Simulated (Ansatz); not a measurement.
# CH5BClN (SMILES CNBCl): B3LYP/6-31G(d) (Cartesian functions)

What is the vertical ionisation energy of CH5BClN at B3LYP/6-31G* (Cartesian functions)? 

The results are computed with Ansatz 0.2.0.

128 further runs of the same task are left out: 128 set aside as unsound or not needed.

### 1 The system as given

CH5BClN has 9 atoms, charge 0, and is taken as a singlet. As SMILES, `CNBCl`. The coordinates come from a PBE0-D4/def2-TZVP relaxation. This is one conformer, not always the lowest.

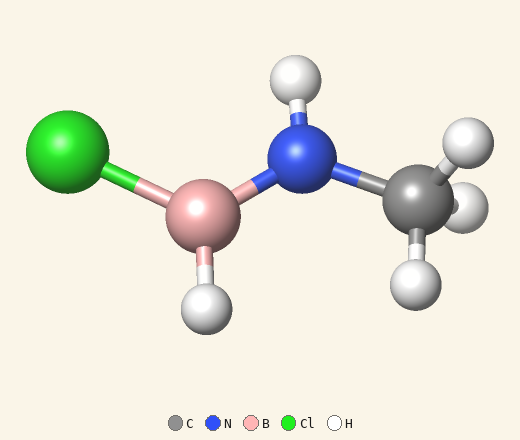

Viewed from a chosen angle; carbon grey, nitrogen blue, boron pink, chlorine green, hydrogen white.

### 2 The energy at B3LYP/6-31G(d) (Cartesian functions)

Contents of in.yaml:

```yaml
crystal:
  periodic: [false, false, false]
  atoms:
    - {symbol: C, position_ang: [0.510100, 0.482100, -0.973400]}
    - {symbol: "N", position_ang: [-0.407900, -0.226000, -0.111700]}
    - {symbol: B, position_ang: [-0.261100, -0.415200, 1.248200]}
    - {symbol: Cl, position_ang: [-1.495300, -1.314500, 2.144800]}
    - {symbol: H, position_ang: [0.907000, -0.170400, -1.756500]}
    - {symbol: H, position_ang: [0.027900, 1.338900, -1.452800]}
    - {symbol: H, position_ang: [1.346700, 0.849900, -0.380000]}
    - {symbol: H, position_ang: [-1.220500, -0.605500, -0.573900]}
    - {symbol: H, position_ang: [0.681600, 0.014200, 1.838200]}
basis:
  gaussian:
    orbitals: "6-31G*"
hamiltonian:
  xc: {name: B3LYP}
accuracy: high
output: {orbitals: {seedname: orbitals}}
```

Started as:

```sh
$ ansatz run in.yaml --threads 1 --pin off --max-ram 3480MiB --events-out events.jsonl --progress --plain --runs-dir runs
```

The program printed:

```text
Warning: RAYON_NUM_THREADS=1 ignored (pool sized by the plan → 1); use --threads N
Functional definition: B3LYP
  name "B3LYP"
  parameter a0 = 0.2
  parameter ax = 0.72
  parameter ac = 0.81
  exchange = (1 - a0 - ax)*slater_x + ax*b88_x + a0*exact_x
  correlation = (1 - ac)*vwn_rpa_c + ac*lyp_c
1681 factors; integrals over basis functions are off by at most 4.0e-9 eV
mean field evaluation 1: about -15804.6126 eV, gradient 4.9e1 eV
mean field evaluation 2: about -15797.7461 eV, gradient 7.3e1 eV
mean field evaluation 4: about -15809.6402 eV, gradient 2.3e0 eV
mean field evaluation 8: about -15809.7846 eV, gradient 2.2e-1 eV
mean field evaluation 16: about -15809.7847 eV, gradient 3.3e-5 eV
mean field -15809.78469539 eV, -580.9988712988 hartree, gradient 2.7e-8 eV, S^2 0.000000; 0 other end points of the search recorded, 0 dependent functions left out
reference -15809.78473168 eV, -580.9988726321 hartree; 20, 20 occupied and 54, 54 virtual orbitals, 1681 factors
Total energy: -15809.78473168 eV, -580.9988726321 hartree
```

Run time: 5.7 s. Hardware: 1 thread of Arm Neoverse V2, shared host; peak memory 0.21 GiB.

### 3 The doublet cation, same level

Contents of run.yaml:

```yaml
basis:
  gaussian:
    orbitals: "6-31G*"
crystal:
  periodic: [false, false, false]
  atoms:
    - {symbol: C, position_ang: [0.510100, 0.482100, -0.973400]}
    - {symbol: N, position_ang: [-0.407900, -0.226000, -0.111700]}
    - {symbol: B, position_ang: [-0.261100, -0.415200, 1.248200]}
    - {symbol: Cl, position_ang: [-1.495300, -1.314500, 2.144800]}
    - {symbol: H, position_ang: [0.907000, -0.170400, -1.756500]}
    - {symbol: H, position_ang: [0.027900, 1.338900, -1.452800]}
    - {symbol: H, position_ang: [1.346700, 0.849900, -0.380000]}
    - {symbol: H, position_ang: [-1.220500, -0.605500, -0.573900]}
    - {symbol: H, position_ang: [0.681600, 0.014200, 1.838200]}
total_charge: 1
magnetization:
  spin_polarized: true
  initial_magnetization: 1
hamiltonian:
  xc: {name: B3LYP}
accuracy: high
output:
  orbitals: {seedname: orbitals}
```

Started as:

```sh
$ ansatz run run.yaml --threads 1 --pin off --max-ram 3480MiB --events-out events.jsonl --progress --plain --runs-dir runs
```

The program printed:

```text
Warning: RAYON_NUM_THREADS=1 ignored (pool sized by the plan → 1); use --threads N
Functional definition: B3LYP
  name "B3LYP"
  parameter a0 = 0.2
  parameter ax = 0.72
  parameter ac = 0.81
  exchange = (1 - a0 - ax)*slater_x + ax*b88_x + a0*exact_x
  correlation = (1 - ac)*vwn_rpa_c + ac*lyp_c
1681 factors; integrals over basis functions are off by at most 4.0e-9 eV
mean field evaluation 1: about -15785.7311 eV, gradient 5.4e1 eV
mean field evaluation 2: about -15753.2457 eV, gradient 9.2e1 eV
mean field evaluation 4: about -15796.5860 eV, gradient 2.2e1 eV
mean field evaluation 8: about -15799.8286 eV, gradient 2.6e-1 eV
mean field evaluation 16: about -15799.9648 eV, gradient 2.0e-3 eV
mean field evaluation 32: about -15799.9648 eV, gradient 3.1e-7 eV
mean field -15799.96481863 eV, -580.6379974840 hartree, gradient 6.8e-8 eV, S^2 0.760314; 2 other end points of the search recorded, 0 dependent functions left out
reference -15799.96485405 eV, -580.6379987857 hartree; 20, 19 occupied and 54, 55 virtual orbitals, 1681 factors
Total energy: -15799.96485405 eV, -580.6379987857 hartree
```

Wall time 12 s (1 thread of Arm Neoverse V2, shared host); peak memory 0.32 GiB.

### 4 Outcome

At B3LYP/6-31G* (Cartesian functions):

| quantity | value |
| --- | --- |
| singlet CH5BClN: total energy | -580.99887 Eh |
| singlet CH5BClN: HOMO energy | -7.37 eV |
| singlet CH5BClN: LUMO energy | 0.51 eV |
| singlet CH5BClN: HOMO–LUMO gap | 7.88 eV |
| doublet cation: total energy | -580.63800 Eh |
| doublet cation: HOMO energy (highest over α and β) | -14.29 eV |
| doublet cation: LUMO energy (lowest over α and β) | -12.27 eV |
| doublet cation: ⟨S²⟩ | 0.760 |
| vertical ionisation energy (to the doublet cation) | 9.820 eV |

**Reading.** The vertical ionisation energy comes to 9.82 eV (226 kcal/mol). The negative HOMO energy of the first species, 7.37 eV, lies 2.45 eV below that difference.
